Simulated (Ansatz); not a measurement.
The figure comes from a scan of WSe2 (2H-MoS2 type, space group P6_3/mmc): one W atom of a 6-atom cell moves by s along Cartesian [110], with its periodic images. Calculation: r2SCAN+rVV10 (plane waves to 500 eV, PAW, scalar-relativistic; Ansatz, a program for electronic structure). k mesh 9×9×2 (Γ-centred), Fermi-Dirac smearing 0.05 eV. Energies are smeared free energies. As the smearing reaches across the gap at some points, energies and forces of such displacements shift with the k mesh and the smearing. Spin-orbit coupling is left out, though W is heavy. WSe2 is run without spin polarisation. WSe2 was relaxed with its symmetry unable to fall. ΔE is measured from the undisplaced structure.

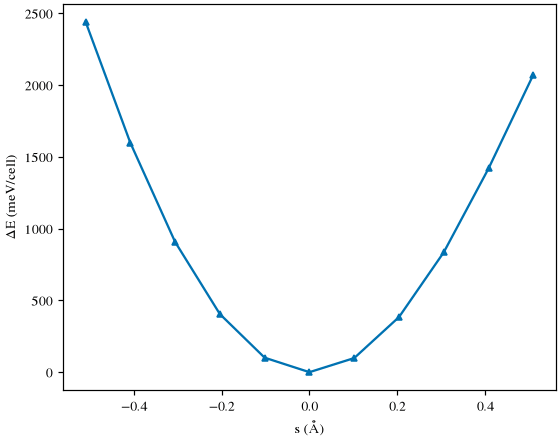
ΔE (meV/cell) against s (Å); computed points joined by lines.

Problem. Read the plotted values off the figure, to the accuracy that the plot allows.

Solution. To the nearest 50:

| s (Å) | ΔE (meV/cell) |
|---|---|
| -0.510 | 2450 |
| -0.408 | 1600 |
| -0.306 | 900 |
| -0.204 | 400 |
| -0.102 | 100 |
| 0.000 | 0 |
| 0.102 | 100 |
| 0.204 | 400 |
| 0.306 | 850 |
| 0.408 | 1400 |
| 0.510 | 2050 |

(A displaced cell: forces are minus the slopes of the energy, force constants its curvatures, and phonons follow from these.)
